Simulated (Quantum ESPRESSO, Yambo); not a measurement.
**PbS (Galena): G0W0 in Yambo against the bands**

Wanted: the cheapest bands that holds the gap of PbS (Galena).

Program: Yambo 5.3.0. Level of theory: PBE and many-body steps on it, plane waves. Results are calculated unless marked as measured.

The database entry behind the starting cell differs from later determinations by our own check (about 0.1 % short), so it need not match the best structure at ambient conditions.

## (1) The starting structure

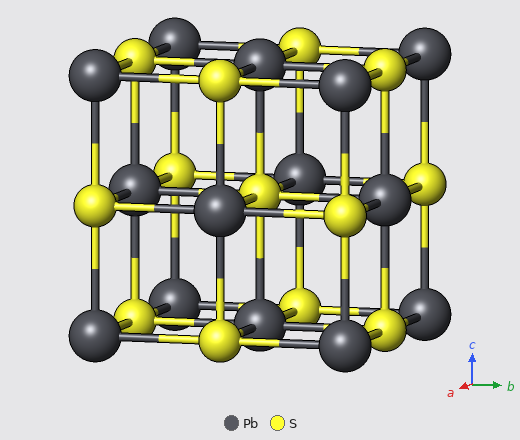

The cell as given, slightly off an axis (lead dark grey, sulfur yellow). This picture shows the conventional cell, with its axes. Some periodic images of atoms are drawn too.

Structure file:

```xyz
2
Lattice="0.0000 2.9657 2.9657 2.9657 0.0000 2.9657 2.9657 2.9657 0.0000" Properties=species:S:1:pos:R:3 pbc="T T T"
Pb    0.0000    0.0000    0.0000
S     2.9657    2.9657    2.9657
```

The cell and positions come from the Crystallography Open Database and are kept as given unless a step says otherwise. Spin-orbit coupling is left out unless a step names it.

## (2) 41 bands

This step: Yambo 5.3.0; G0W0 on PBE, plane waves, norm-conserving pseudopotentials.

G0W0 replaces the xc potential by the self-energy, built once from these orbitals. Only a window of levels is corrected, while the sums run over the empty bands that the input names.

Contents of gw1.in:

```
HF_and_locXC
gw0
dyson
ppa
em1d
rim_cut
RandQpts= 1000000
RandGvec= 1 RL
EXXRLvcs= 76 Ry
VXCRLvcs= 304 Ry
Chimod= "HARTREE"
% BndsRnXp
 1 | 41 |
%
NGsBlkXp= 15.5 Ry
% LongDrXp
 1 | 1 | 1 |
%
% GbndRnge
 1 | 41 |
%
DysSolver= "n"
ExtendOut
PPAPntXp= 27.21138 eV
% QPkrange
 3 | 3 | 13 | 16 |
 1 | 1 | 13 | 16 |
%
```

Command:

```console
$ OMP_NUM_THREADS=1 mpirun -n 4 yambo -F gw1.in -J gw1 -C gw1 > gw1.log
```

What it wrote:

```text
 Yambo, version 5.3.0

 [02] CORE Variables Setup
 =========================

  [... cell, symmetries and grids as in the set-up ...]

  [02.05] Energies & Occupations
  ==============================

  [X] === General ===
  [X] Electronic Temperature                        :  0.000000  0.000000 [eV K]
  [X] Bosonic    Temperature                        :  0.000000  0.000000 [eV K]
  [X] Finite Temperature mode                       : no
  [X] El. density                                   :  0.53669E+24 [cm-3]
  [X] Fermi Level                                   :  9.908065 [eV]

  [X] === Gaps and Widths ===
  [X] Conduction Band Min                           :  0.368214 [eV]
  [X] Valence Band Max                              :  0.000000 [eV]
  [X] Filled Bands                                  :  14
  [X] Empty Bands                                   :    15   482
  [X] Direct Gap                                    :  0.368214 [eV]
  [X] Direct Gap localized at k                     :  3
  [X] Indirect Gap                                  :  0.368214 [eV]
  [X] Indirect Gap between kpts                     :  3  3
  [X] Last valence band width                       :  3.438853 [eV]
  [X] 1st conduction band width                     :  4.848504 [eV]

 [03] Transferred momenta grid and indexing
 ==========================================

 IBZ Q-points                                      :   8
 BZ  Q-points                                      :   64

 K/Q-points units:
 rlu = crystal or reduced units; cc = cartesian coordinates; iku = interal k-units

 Q [1]          [rlu]:  0.000000  0.000000  0.000000
 Q [2]          [rlu]:  0.43103E-17  0.43103E-17  0.25000
 Q [3]          [rlu]: -0.86205E-17 -0.86205E-17 -0.50000
 Q [4]          [rlu]:  0.82859E-17  0.25000      0.25000
 Q [5]          [rlu]:  0.91933E-17  0.25000      0.50000
 Q [6]          [rlu]: -0.86205E-17  0.25000     -0.25000
 Q [7]          [rlu]: -0.16572E-16 -0.50000     -0.50000
 Q [8]          [rlu]:  0.250000 -0.500000 -0.250000

 [04] Coloumb potential Random Integration (RIM)
 ===============================================

  [04.01] RIM initialization
  ==========================

  * Diagonal components only detected *

  8 x (sBL volume)        :  0.088068 [a.u.]
  sBZ random points       :  1000000
  Points outside the sBZ  :   7999624
  RL volume               :  0.704546 [a.u.]
  Integrated volume       :  0.704579 [a.u.]

  [04.02] RIM integrals
  =====================

  Gamma point sphere radius             :  0.080703 [a.u.]
  Points outside the sphere             :   799635
  [Int_sBZ(q=0) 1/q^2]*(Vol_sBZ)^(-1/3) =:  7.763403
                                 should be <:  7.795600

  Summary of Coulomb integrals for non-metallic bands |Q|[au] RIM/Bare

  Q [1] 0.100000E-4 0.995870 * Q [2] 0.242726 1.064399
  Q [4] 0.280276 1.062895 * Q [6] 0.396371 1.025542
  Q [5] 0.464786 1.018794 * Q [3] 0.485453 1.016436
  Q [7] 0.560553 1.013461 * Q [8] 0.626717 1.010414

 [WARNING] [Xp] User bands 1-41 break level degeneracy

 [05] Dipoles
 ============

  [05.01] Setup: observables and procedures
  =========================================

 [06] Dynamic Dielectric Matrix (PPA)
 ====================================

 [WR./gw1//ndb.pp]---------------------------------------------------------------
  Brillouin Zone Q/K grids (IBZ/BZ)                :    8   64    8   64
  RL vectors                                       :   4909 [WF]
  Coulomb cutoff potential                         : none
  Electronic Temperature                           :  0.000000 [K]
  Bosonic    Temperature                           :  0.000000 [K]
  PPA    diel. fun.  energies                      : Perdew, Burke & Ernzerhof(X)+Perdew, Burke & Ernzerhof(C)
  wavefunctions                                    : Perdew, Burke & Ernzerhof(X)+Perdew, Burke & Ernzerhof(C)
  Global Gauge                                     : length
  X matrix size                                    :   387
  X band range                                     :    1   41
  X e/h energy range                               : -1.000000 -1.000000 [eV]
  X Time ordering                                  : R
  X Hxc Kernel                                     : HARTREE
  X Drude frequency                                :  0.000000  0.000000
  X poles                                          :  100.0000 [o/o]
  RL vectors in the sum                            :   4909
  [r,Vnl] included                                 : yes
  Field direction                                  :  0.577350E-5  0.577350E-5  0.577350E-5
  BZ energy Double Grid                            : no
  BZ energy DbGd points                            : 0
  BZ Q point size factor                           : -1.000000
  X Optical Averaged directions                    : none

 [07] Local Exchange-Correlation + Non-Local Fock
 ================================================

 [VXC] Plane waves :  31283
 [EXS] Plane waves :   3943

 QP @ state[ 1 ] K range:  1  1
 QP @ state[ 1 ] b range:  13  16
 QP @ state[ 2 ] K range:  3  3
 QP @ state[ 2 ] b range:  13  16

 [xc] Functional : Perdew, Burke & Ernzerhof(X)+Perdew, Burke & Ernzerhof(C)
 [xc] LIBXC used to calculate xc functional
  PP Number of Atomic Species                      :  2
  NLCC RL compoments                               :  31283
  PP Number of Atomic Species                      :  2
  NLCC RL compoments                               :  31283

 [xc] E_xc :  -18.16916 [Ha]
      E_xc :  -36.33832 [Ry]

  Local XC kind (lXC) : Perdew, Burke & Ernzerhof(X)+Perdew, Burke & Ernzerhof(C)
  Non-Local XC kind (nlXC) : Hartree-Fock

  Corrections @ K [1] :  [eV]
 <13|nlXC|13> = -15.58535  0.94269E-19 <13|lXC|13> = -12.64450  0.39091E-16
 <14|nlXC|14> = -15.58538 -0.10177E-18 <14|lXC|14> = -12.64450 -0.47204E-16
 <15|nlXC|15> = -7.031481 -0.19321E-17 <15|lXC|15> = -12.02605 -0.70806E-16
 <16|nlXC|16> = -7.031475 -0.23830E-17 <16|lXC|16> = -12.02605  0.94408E-16

  Corrections @ K [3] :  [eV]
 <13|nlXC|13> = -15.81709 -0.20816E-17 <13|lXC|13> = -13.03233  0.37763E-15
 <14|nlXC|14> = -15.16526  0.20774E-17 <14|lXC|14> = -13.95007  0.20357E-15
 <15|nlXC|15> = -6.678641  0.12460E-17 <15|lXC|15> = -9.983040  0.000000
 <16|nlXC|16> = -7.283406  0.23720E-17 <16|lXC|16> = -10.96201 -0.14161E-15

 [08] Dyson equation: Newton solver
 ==================================

  [08.01] G0W0 (W PPA)
  ====================

  [  GW  ] Bands range     :    1   41
  [GW/PPA] G damping       :  0.100000 [eV]

  QP @ state[ 1 ] K range:  1  1
  QP @ state[ 1 ] b range:  13  16
  QP @ state[ 2 ] K range:  3  3
  QP @ state[ 2 ] b range:  13  16

   Sc/G bands                                       :    1   41
   Sc/G damping                                     :  0.100000 ev
   Sc bands terminator                              : no
   Sx RL components                                 :   3943

   QP @ state[ 1 ] K range                          :  1  1
   QP @ state[ 1 ] b range                          :  13  16
   QP @ state[ 2 ] K range                          :  3  3
   QP @ state[ 2 ] b range                          :  13  16
   GF energies kind                                 : Perdew, Burke & Ernzerhof(X)+Perdew, Burke & Ernzerhof(C)
   GF WF`s kind                                     : Perdew, Burke & Ernzerhof(X)+Perdew, Burke & Ernzerhof(C)
   Xs energies kind                                 : Perdew, Burke & Ernzerhof(X)+Perdew, Burke & Ernzerhof(C)
   Xs WF`s kind                                     : Perdew, Burke & Ernzerhof(X)+Perdew, Burke & Ernzerhof(C)

 [11] Game Over & Game summary
```

It took 56 s on 4 MPI ranks of Arm Neoverse V1, shared host; peak memory 1.6 GiB; 3.7 min of CPU time.

This step gave:

```
G0W0 gap on the points computed              : 0.3989 eV
starting gap on the mesh                     : 0.3682 eV
k of the valence top                         : 0, 0, -0.5
k of the conduction bottom                   : 0, 0, -0.5
least direct G0W0 gap on the computed points : 0.3989 eV
Z at the valence top                         : 0.7861
Z at the conduction bottom                   : 0.8098
```

The gap on the mesh goes from 0.37 eV to 0.40 eV, a correction of +0.03 eV.

## (3) 72 bands

gw2.in, as its differences from gw1.in of step 2:

```diff
@@ -12,3 +12,3 @@
 % BndsRnXp
- 1 | 41 |
+ 1 | 72 |
 %
@@ -19,3 +19,3 @@
 % GbndRnge
- 1 | 41 |
+ 1 | 72 |
 %
```

Command:

```console
$ OMP_NUM_THREADS=1 mpirun -n 4 yambo -F gw2.in -J gw2 -C gw2 > gw2.log
```

What it wrote:

```text
 Yambo, version 5.3.0

 [02] CORE Variables Setup
 =========================

  [... cell, symmetries and grids as in the set-up ...]

  [02.05] Energies & Occupations
  ==============================

  [X] === General ===
  [X] Electronic Temperature                        :  0.000000  0.000000 [eV K]
  [X] Bosonic    Temperature                        :  0.000000  0.000000 [eV K]
  [X] Finite Temperature mode                       : no
  [X] El. density                                   :  0.53669E+24 [cm-3]
  [X] Fermi Level                                   :  9.908065 [eV]

  [X] === Gaps and Widths ===
  [X] Conduction Band Min                           :  0.368214 [eV]
  [X] Valence Band Max                              :  0.000000 [eV]
  [X] Filled Bands                                  :  14
  [X] Empty Bands                                   :    15   482
  [X] Direct Gap                                    :  0.368214 [eV]
  [X] Direct Gap localized at k                     :  3
  [X] Indirect Gap                                  :  0.368214 [eV]
  [X] Indirect Gap between kpts                     :  3  3
  [X] Last valence band width                       :  3.438853 [eV]
  [X] 1st conduction band width                     :  4.848504 [eV]

 [03] Transferred momenta grid and indexing
 ==========================================

 IBZ Q-points                                      :   8
 BZ  Q-points                                      :   64

 K/Q-points units:
 rlu = crystal or reduced units; cc = cartesian coordinates; iku = interal k-units

 Q [1]          [rlu]:  0.000000  0.000000  0.000000
 Q [2]          [rlu]:  0.43103E-17  0.43103E-17  0.25000
 Q [3]          [rlu]: -0.86205E-17 -0.86205E-17 -0.50000
[...]
NLCC RL compoments                               :  31283
  PP Number of Atomic Species                      :  2
  NLCC RL compoments                               :  31283

 [xc] E_xc :  -18.16916 [Ha]
      E_xc :  -36.33832 [Ry]

  Local XC kind (lXC) : Perdew, Burke & Ernzerhof(X)+Perdew, Burke & Ernzerhof(C)
  Non-Local XC kind (nlXC) : Hartree-Fock

  Corrections @ K [1] :  [eV]
 <13|nlXC|13> = -15.58535  0.94269E-19 <13|lXC|13> = -12.64450  0.39091E-16
 <14|nlXC|14> = -15.58538 -0.10177E-18 <14|lXC|14> = -12.64450 -0.47204E-16
 <15|nlXC|15> = -7.031481 -0.19321E-17 <15|lXC|15> = -12.02605 -0.70806E-16
[...]
Corrections @ K [3] :  [eV]
[...]
<15|nlXC|15> = -6.678641  0.12460E-17 <15|lXC|15> = -9.983040  0.000000
 <16|nlXC|16> = -7.283406  0.23720E-17 <16|lXC|16> = -10.96201 -0.14161E-15

 [08] Dyson equation: Newton solver
 ==================================

  [08.01] G0W0 (W PPA)
  ====================

  [  GW  ] Bands range     :    1   72
  [GW/PPA] G damping       :  0.100000 [eV]

  QP @ state[ 1 ] K range:  1  1
  QP @ state[ 1 ] b range:  13  16
  QP @ state[ 2 ] K range:  3  3
  QP @ state[ 2 ] b range:  13  16

   Sc/G bands                                       :    1   72
   Sc/G damping                                     :  0.100000 ev
   Sc bands terminator                              : no
   Sx RL components                                 :   3943

   QP @ state[ 1 ] K range                          :  1  1
   QP @ state[ 1 ] b range                          :  13  16
   QP @ state[ 2 ] K range                          :  3  3
   QP @ state[ 2 ] b range                          :  13  16
   GF energies kind                                 : Perdew, Burke & Ernzerhof(X)+Perdew, Burke & Ernzerhof(C)
   GF WF`s kind                                     : Perdew, Burke & Ernzerhof(X)+Perdew, Burke & Ernzerhof(C)
   Xs energies kind                                 : Perdew, Burke & Ernzerhof(X)+Perdew, Burke & Ernzerhof(C)
   Xs WF`s kind                                     : Perdew, Burke & Ernzerhof(X)+Perdew, Burke & Ernzerhof(C)

 [11] Game Over & Game summary
```

It took 100 s on 4 MPI ranks; peak memory 1.6 GiB; 6.6 min of CPU time.

This step gave:

| Item | Value |
| --- | --- |
| G0W0 gap on the points computed | 0.5249 eV |
| starting gap on the mesh | 0.3682 eV |
| k of the valence top | 0, 0, -0.5 |
| k of the conduction bottom | 0, 0, -0.5 |
| least direct G0W0 gap on the computed points | 0.5249 eV |
| Z at the valence top | 0.7865 |
| Z at the conduction bottom | 0.8094 |

Against the run before, the gap moves by +0.126 eV.

## (4) 132 bands

gw3.in, as its differences from gw2.in of step 3:

```diff
@@ -12,3 +12,3 @@
 % BndsRnXp
- 1 | 72 |
+ 1 | 132 |
 %
@@ -19,3 +19,3 @@
 % GbndRnge
- 1 | 72 |
+ 1 | 132 |
 %
```

Command:

```console
$ OMP_NUM_THREADS=1 mpirun -n 4 yambo -F gw3.in -J gw3 -C gw3 > gw3.log
```

What it wrote:

```text
 Yambo, version 5.3.0

 [02] CORE Variables Setup
 =========================

  [... cell, symmetries and grids as in the set-up ...]

  [02.05] Energies & Occupations
  ==============================

  [X] === General ===
  [X] Electronic Temperature                        :  0.000000  0.000000 [eV K]
  [X] Bosonic    Temperature                        :  0.000000  0.000000 [eV K]
  [X] Finite Temperature mode                       : no
  [X] El. density                                   :  0.53669E+24 [cm-3]
[...]
QP @ state[ 1 ] b range                          :  13  16
   QP @ state[ 2 ] K range                          :  3  3
   QP @ state[ 2 ] b range                          :  13  16
   GF energies kind                                 : Perdew, Burke & Ernzerhof(X)+Perdew, Burke & Ernzerhof(C)
   GF WF`s kind                                     : Perdew, Burke & Ernzerhof(X)+Perdew, Burke & Ernzerhof(C)
   Xs energies kind                                 : Perdew, Burke & Ernzerhof(X)+Perdew, Burke & Ernzerhof(C)
   Xs WF`s kind                                     : Perdew, Burke & Ernzerhof(X)+Perdew, Burke & Ernzerhof(C)

 [11] Game Over & Game summary
```

Elapsed: 3 min, on 4 MPI ranks; peak memory 1.6 GiB; 12 min of CPU time.

Numbers from this step:

| Item | Value |
| --- | --- |
| G0W0 gap on the points computed | 0.6053 eV |
| starting gap on the mesh | 0.3682 eV |
| k of the valence top | 0, 0, -0.5 |
| k of the conduction bottom | 0, 0, -0.5 |
| least direct G0W0 gap on the computed points | 0.6053 eV |

Against the run before, the gap moves by +0.080 eV.

(Part 1 of 2 ends here.)

[Paths, hosts, dates, memory and timing lines, banners, echoed tables and standing remarks are left out of the program output.]

[Logs are printed without paths, hosts, clocks, repeated set-up lines and the standing remarks that a program may print on its own settings, such as how far it seeks lower states.]

[Runs of the session that timed out or met a known fault of the program may be left out.]

[Hosts, paths, dates, database ids (printed as entryN), source tags and the programs' standing remarks are cut or masked in the printed files.]
